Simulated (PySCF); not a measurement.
**NMR shielding calculation, with input and output: BH2F**

- system: BH2F
- method: GIAO PBE0/pcSseg-1 NMR shielding, non-relativistic, gas phase (PySCF 2.14.0)

The geometry comes from this level: PBE0-D3(BJ)/def2-SVP. Figures and captions count atoms from 1; the log counts them from 0 in places.

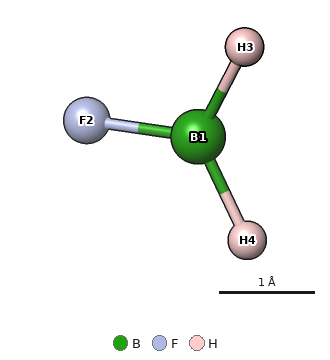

Fig. 1: The input geometry (ball-and-stick view, seen at a tilt; atoms are numbered from 1 in the order of the input). Bond lengths as drawn: B–F 1.32 Å and B–H 1.21 Å.

**Input**
```
{"job": {"kind": "nmr", "xc": "PBE0", "basis": "pcSseg-1"}, "charge": 0, "multiplicity": 1}
B     -0.040213     0.010257    -0.219499
F      1.225993    -0.217045    -0.497632
H     -0.536571     1.027682    -0.644841
H     -0.628739    -0.811344     0.444632
```

The first line tells a small driver script what to run in PySCF; the rest is the geometry in Å.

Machine: 1 CPU thread, shared host.

Launch command:
```bash
OMP_NUM_THREADS=1 python <driver script> task.json out
```

**Output**
```
coarse grid: 3416 points
cycle   1  E = -125.7347562203  dE = -2.089e-02  |g| = 4.037e-01  |ddm| = 1.455e+00
cycle   2  E = -125.6976932637  dE =  3.706e-02  |g| = 6.519e-01  |ddm| = 6.269e-01
cycle   3  E = -125.7606603748  dE = -6.297e-02  |g| = 1.286e-02  |ddm| = 4.022e-01
cycle   4  E = -125.7606966812  dE = -3.631e-05  |g| = 3.008e-03  |ddm| = 1.131e-02
cycle   5  E = -125.7606983053  dE = -1.624e-06  |g| = 2.943e-04  |ddm| = 3.163e-03
final grid: 33560 points
cycle   6  E = -125.7763760923  dE = -2.331e-05  |g| = 2.402e-03  |ddm| = 9.100e-03
cycle   7  E = -125.7763763784  dE = -2.860e-07  |g| = 2.279e-03  |ddm| = 3.586e-03
cycle   8  E = -125.7763771212  dE = -7.429e-07  |g| = 5.684e-04  |ddm| = 1.793e-03
cycle   9  E = -125.7763771754  dE = -5.414e-08  |g| = 4.810e-05  |ddm| = 3.127e-04
cycle  10  E = -125.7763771759  dE = -5.201e-10  |g| = 5.463e-06  |ddm| = 4.605e-05
```

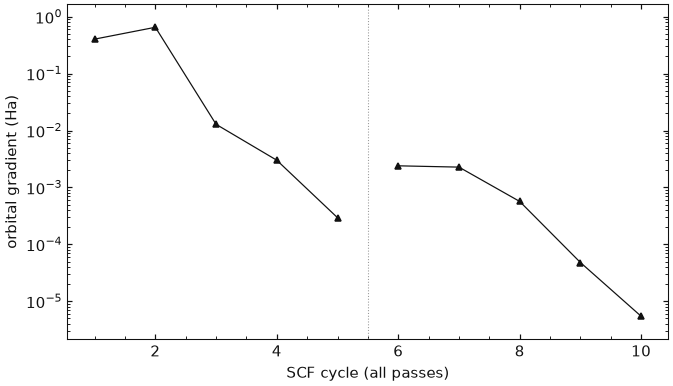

Fig. 2: Convergence of the self-consistent field: orbital gradient against the SCF cycle. The dotted line marks the change from a coarse to the final integration grid. The first 5 cycles use a coarse grid, the final grid takes over at cycle 6, and the field converges after 10 cycles in all.

```
converged SCF energy = -125.7763771759

GIAO shielding tensors (ppm)
atom      isotropic    diamagn.    paramagn.     s11        s22        s33       span
  0 B       45.191     191.975    -146.784    -12.092     55.680     91.984    104.076
  1 F      150.578     468.007    -317.429    -67.564     -8.705    528.004    595.568
  2 H       25.795      28.590      -2.795     25.460     25.650     26.275      0.815
  3 H       25.793      28.700      -2.908     25.447     25.653     26.278      0.830
```

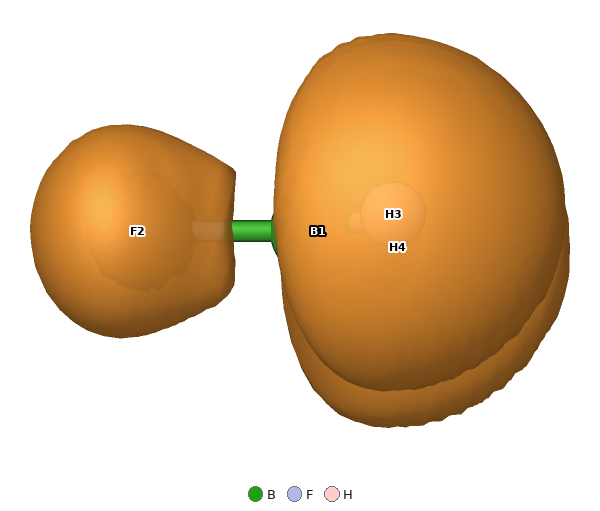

Fig. 3: Isosurface of the electron localisation function at 0.75 (orange), seen from the side. Only the valence region is drawn (cores and ρ < 0.01 e/Å³ removed). Values along the shortest contacts:

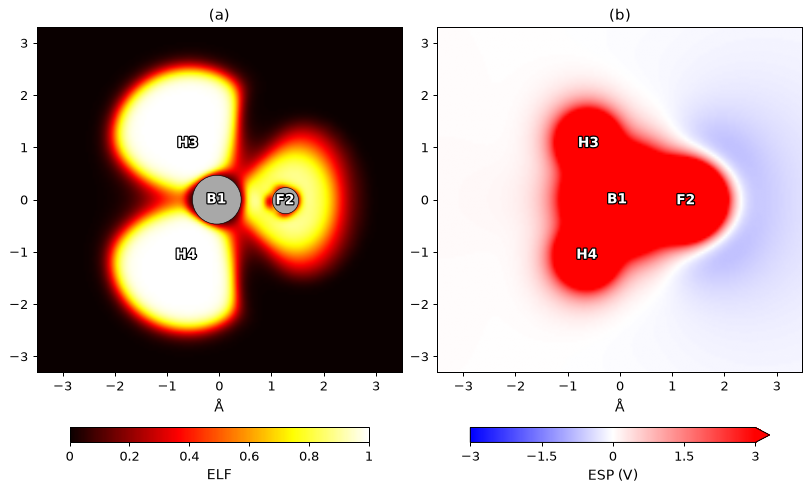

Fig. 4: (a) electron localisation function; (b) molecular electrostatic potential on the molecular plane. Grey discs, where drawn, cover atomic cores. The section cuts through B, F and H sites. B–F (1.32 Å): the ELF peaks at about 0.90 between the atoms (a polar covalent bond). B–H (1.21 Å): the ELF climbs to about 1 towards the hydrogen; a covalent bond by its length.

**Results in brief**

- outcome: converged
- total energy: −125.776377 hartree
- HOMO: −9.31 eV
- LUMO: −1.11 eV
- dipole moment: 0.71 D
- isotropic shielding, B: 45.2 ppm
- isotropic shielding, F: 150.6 ppm
- isotropic shielding, H: 25.8 ppm
- wall time: 3.2 s
- peak memory: 0.26 GiB
